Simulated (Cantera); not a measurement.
Feed: 1 mol AlN, 3.4 mol H2, 33 mol Cl2, held at 133 Pa.

These are equilibrium values from Cantera (NASA tables, ideal gas, pure condensed phases), not measurements of a reactor. Candidate condensed phases: Al, AlCl3, AlN, NH4Cl; 20 gas species. The tables' values for AlCl2 are old estimates; treat these amounts as uncertain. Rates play no part.

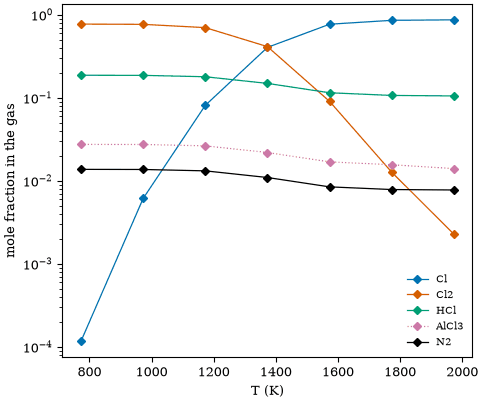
*Equilibrium gas composition (values under 1e-9 drawn at 1e-9)*

Read off the mole fractions at 1373 K.

Cl2 about 0.41, Cl about 0.40, HCl about 0.15, AlCl3 about 0.022, N2 about 0.011.
